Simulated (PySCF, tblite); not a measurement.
Molecule: C₅H₁₁NSSi₂, SMILES C#C[Si@@H]1S[SiH2]CCN1C.

```xyz
20

C      0.2156     3.6143    -1.8908
C      0.3501     2.7276    -1.0899
Si     0.5338     1.3524     0.1364
S      2.3779     0.3383    -0.3621
Si     2.0329    -1.5127     0.6599
C      0.2452    -2.0902     0.3191
C     -0.5101    -1.1127    -0.5880
N     -0.7066     0.1781     0.0382
C     -2.0044     0.3875     0.6249
H      0.1073     4.3922    -2.5910
H      0.6344     1.8861     1.4951
H      3.0218    -2.4127     0.0834
H      2.2343    -1.3079     2.0943
H      0.2518    -3.0702    -0.1590
H     -0.3056    -2.1998     1.2547
H     -1.4912    -1.5208    -0.8506
H      0.0528    -0.9813    -1.5169
H     -2.2420    -0.3999     1.3466
H     -2.7837     0.3968    -0.1444
H     -2.0195     1.3456     1.1370
```

GIAO shifts, PBE0/pcSseg-1, PySCF 2.14.0, at a GFN2-xTB geometry (a minimum by its frequencies), against TMS for ²⁹Si, CS₂ for ³³S and TMS for ¹³C computed at the same level. Gas phase, fully decoupled, line heights follow the number of nuclei, widths are arbitrary (no quadrupolar broadening); values of one conformer, averaged over methyl-type rotors and exact or near symmetry; other conformers aren't averaged in.

**Which ²⁹Si signals does it give?**

2 signals.


| δ (ppm) | nuclei | atoms |
| --- | --- | --- |
| −30.7 | 1 | Si5 |
| −41.6 | 1 | Si3 |

**Predict the ³³S spectrum.**

1 signal.


```tsv
δ (ppm)	nuclei	atoms
−289.3	1	S4
```

**Which ¹³C signals does it give?**

5 signals.


```tsv
δ (ppm)	nuclei	atoms
101.0	1	C1
89.7	1	C2
46.9	1	C7
36.5	1	C9
12.9	1	C6
```

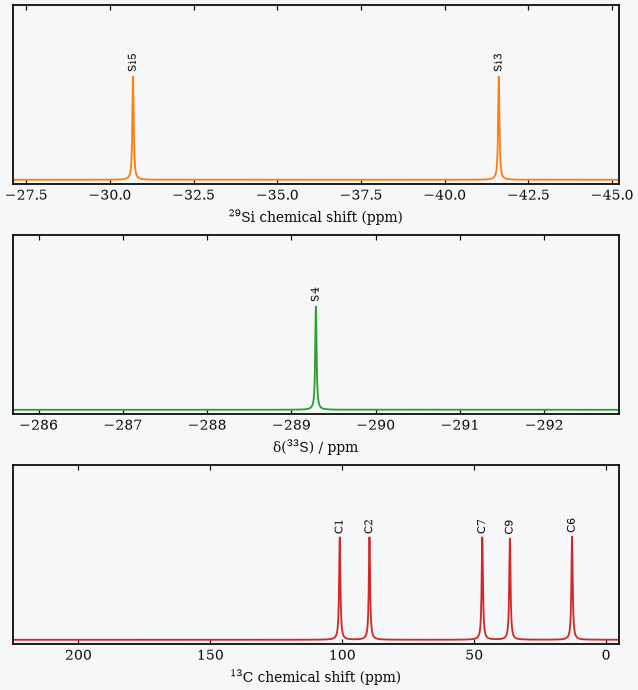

Note: the tight-binding geometry is rougher than a DFT one and adds to the error.
